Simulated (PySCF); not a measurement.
# P2 (diphosphorus): CCSD(T)/STO-6G

Aim: the energy change on altering one bond length of P2 (diphosphorus) at CCSD(T)/STO-6G, from 2 runs. 

The calculation is run with PySCF 2.14.0.

21 further runs of the same task are left out: 10 that didn't finish, 11 set aside as unsound or not needed.

### 1 The molecule

The species is P2 (2 atoms), meant as a singlet with charge 0. As SMILES, `P#P`. Geometry: the measured bond length.

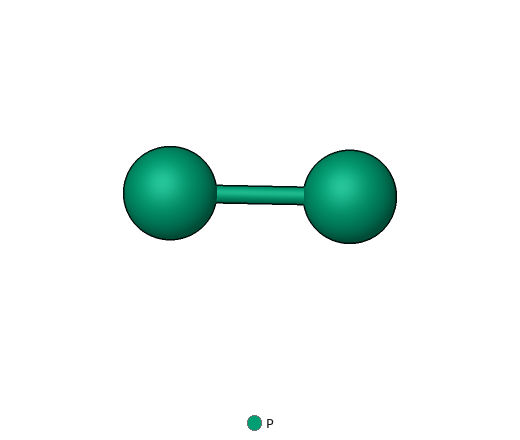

Viewed from a chosen angle; phosphorus teal.

### 2 The energy at CCSD(T)/STO-6G

job.py reads:

```python
from pyscf import gto, scf, cc

mol = gto.Mole()
mol.atom = [
    ('P', (0.000000, 0.000000, 0.000000)),
    ('P', (0.000000, 0.000000, 1.893400)),
]
mol.spin = 0
mol.basis = 'sto-6g'
mol.max_memory = 1860
mol.verbose = 4
mol.build()

myscf = scf.RHF(mol)
myscf.conv_tol = 1e-10
myscf.kernel()
if not myscf.converged:
    myscf = myscf.newton().run(myscf.mo_coeff, myscf.mo_occ)

mycc = cc.CCSD(myscf, frozen=10)
mycc.kernel()
e_t = mycc.ccsd_t()
etot = mycc.e_tot + e_t
print('E(%s) = %.9f' % ('CCSD(T)', etot))
```

The run is started by

```
$ OMP_NUM_THREADS=1 python job.py
```

The log of the run:

```text
PySCF version 2.14.0

[INPUT] num. atoms = 2
[INPUT] num. electrons = 30
[INPUT] charge = 0
[INPUT] spin (= nelec alpha-beta = 2S) = 0
[INPUT] symmetry False subgroup None
[INPUT] Mole.unit = angstrom
[INPUT] Symbol           X                Y                Z      unit          X                Y                Z       unit  Magmom
[INPUT]  1 P      0.000000000000   0.000000000000   0.000000000000 AA    0.000000000000   0.000000000000   0.000000000000 Bohr   0.0
[INPUT]  2 P      0.000000000000   0.000000000000   1.893400000000 AA    0.000000000000   0.000000000000   3.578007444251 Bohr   0.0

nuclear repulsion = 62.8841620666526
number of shells = 10
number of NR pGTOs = 108
number of NR cGTOs = 18
basis = sto-6g
ecp = {}

******** <class 'pyscf.scf.hf.RHF'> ********
method = RHF
initial guess = minao
damping factor = 0
level_shift factor = 0
DIIS = <class 'pyscf.scf.diis.CDIIS'>
diis_start_cycle = 1
diis_space = 8
diis_damp = 0
SCF conv_tol = 1e-10
SCF conv_tol_grad = None
SCF max_cycles = 50
direct_scf = True
direct_scf_tol = 1e-13
Set gradient conv threshold to 1e-05
Initial guess from minao.
init E= -678.713491016918
  HOMO = -0.231406987142407  LUMO = 0.0356900408652837  gap/eV = 7.26808
cycle= 1 E= -678.997387030241  delta_E= -0.284  |g|= 0.0407  |ddm|= 2.37
  HOMO = -0.21115818758266  LUMO = 0.233285590950517  gap/eV = 12.09393
cycle= 2 E= -678.997574481781  delta_E= -0.000187  |g|= 0.00284  |ddm|= 0.0339
  HOMO = -0.211860130014681  LUMO = 0.232790685775215  gap/eV = 12.09956
cycle= 3 E= -678.997577281203  delta_E= -2.8e-06  |g|= 0.000363  |ddm|= 0.0066
  HOMO = -0.211954350720118  LUMO = 0.232745699899058  gap/eV = 12.10090
cycle= 4 E= -678.997577355439  delta_E= -7.42e-08  |g|= 5.7e-06  |ddm|= 0.00129
  HOMO = -0.211955922603211  LUMO = 0.232744871632262  gap/eV = 12.10092
cycle= 5 E= -678.997577355454  delta_E= -1.53e-11  |g|= 9.57e-08  |ddm|= 1.78e-05
  HOMO = -0.211955940010231  LUMO = 0.232744860399789  gap/eV = 12.10093
Extra cycle  E= -678.997577355454  delta_E=    0  |g|= 1.3e-08  |ddm|= 1.58e-07
converged SCF energy = -678.997577355454

******** <class 'pyscf.cc.ccsd.CCSD'> ********
CC2 = 0
CCSD nocc = 5, nmo = 8
frozen orbitals 10
max_cycle = 50
direct = 0
conv_tol = 1e-07
conv_tol_normt = 1e-05
diis_space = 6
diis_start_cycle = 0
diis_start_energy_diff = 1e+09
Init t2, MP2 energy = -679.154085427581  E_corr(MP2) -0.156508072126028
Init E_corr(CCSD) = -0.156508072126028
cycle = 1  E_corr(CCSD) = -0.129918435970383  dE = 0.0265896362  norm(t1,t2) = 0.0464741
cycle = 2  E_corr(CCSD) = -0.140031283086795  dE = -0.0101128471  norm(t1,t2) = 0.0351748
cycle = 3  E_corr(CCSD) = -0.139850935521223  dE = 0.000180347566  norm(t1,t2) = 0.0155039
cycle = 4  E_corr(CCSD) = -0.143609063789012  dE = -0.00375812827  norm(t1,t2) = 0.0110576
cycle = 5  E_corr(CCSD) = -0.14377276419608  dE = -0.000163700407  norm(t1,t2) = 0.00165111
cycle = 6  E_corr(CCSD) = -0.143744675824473  dE = 2.80883716e-05  norm(t1,t2) = 0.000347757
cycle = 7  E_corr(CCSD) = -0.143785876585935  dE = -4.12007615e-05  norm(t1,t2) = 0.000108828
cycle = 8  E_corr(CCSD) = -0.143785105904013  dE = 7.70681922e-07  norm(t1,t2) = 1.60382e-05
cycle = 9  E_corr(CCSD) = -0.14378547892191  dE = -3.73017897e-07  norm(t1,t2) = 3.47813e-06
cycle = 10  E_corr(CCSD) = -0.143785555812435  dE = -7.68905253e-08  norm(t1,t2) = 5.93762e-07
CCSD converged
E(CCSD) = -679.1413629112669  E_corr = -0.1437855558124349
CCSD(T) correction = -0.00166755490250009
E(CCSD(T)) = -679.143030466
```

Wall time 0.84 s (1 thread of Arm Neoverse V1, shared host); peak memory 0.1 GiB.

### 3 The distorted shape

calc.py reads:

```python
from pyscf import gto, scf, cc

mol = gto.M(
    atom='P 0.000000 0.000000 -0.946700; P 0.000000 0.000000 1.893400',
    verbose=3,
    max_memory=1860,
    spin=0,
    basis='sto-6g',
)

calc0 = scf.RHF(mol)
calc0.conv_tol = 1e-10
calc0.kernel()
if not calc0.converged:
    calc0 = calc0.newton().run(calc0.mo_coeff, calc0.mo_occ)

mycc = cc.CCSD(calc0, frozen=10)
mycc.kernel()
e_t = mycc.ccsd_t()
etot = mycc.e_tot + e_t
print('E(%s) = %.9f' % ('CCSD(T)', etot))
```

The run is started by

```
$ OMP_NUM_THREADS=1 python calc.py
```

The log of the run:

```text
converged SCF energy = -678.603445509599
E(CCSD) = -679.079453206265  E_corr = -0.4760076966663311
CCSD(T) correction = -0.00435649630341576
E(CCSD(T)) = -679.083809703
```

Wall time 0.99 s (1 thread of Arm Neoverse V1, shared host); peak memory 0.1 GiB.

### 4 What came out

At CCSD(T)/STO-6G, 10 core orbitals frozen:

```
                                                         quantity          value
                                        first shape: total energy  -679.14303 Eh
                first shape: dipole moment (Hartree–Fock density)         0.00 D
                 first shape: HOMO energy (Hartree–Fock orbitals)       -5.77 eV
                 first shape: LUMO energy (Hartree–Fock orbitals)        6.33 eV
               first shape: HOMO–LUMO gap (Hartree–Fock orbitals)       12.10 eV
        first shape: correlation energy (10 core orbitals frozen)     -145.5 mEh
                                      first shape: (T) correction      -1.67 mEh
                                       first shape: T1 diagnostic          0.005
                                    distorted shape: total energy  -679.08381 Eh
            distorted shape: dipole moment (Hartree–Fock density)         0.00 D
             distorted shape: HOMO energy (Hartree–Fock orbitals)       -2.03 eV
             distorted shape: LUMO energy (Hartree–Fock orbitals)        3.79 eV
           distorted shape: HOMO–LUMO gap (Hartree–Fock orbitals)        5.82 eV
    distorted shape: correlation energy (10 core orbitals frozen)     -480.4 mEh
                                  distorted shape: (T) correction      -4.36 mEh
                                   distorted shape: T1 diagnostic          0.012
energy change with the P1–P2 bond stretched from 1.893 to 2.840 Å       1.611 eV
```

With the P1–P2 bond stretched from 1.893 to 2.840 Å the energy rises by 1.61 eV (37 kcal/mol). The first shape isn't relaxed at this level, so the change isn't measured from a minimum. A restricted reference can't describe the breaking bond well at this length. The minimal basis adds a large error of its own. The triples (first shape) make up 1.1 % of the correlation energy. The triples (distorted shape) make up 0.9 % of the correlation energy.
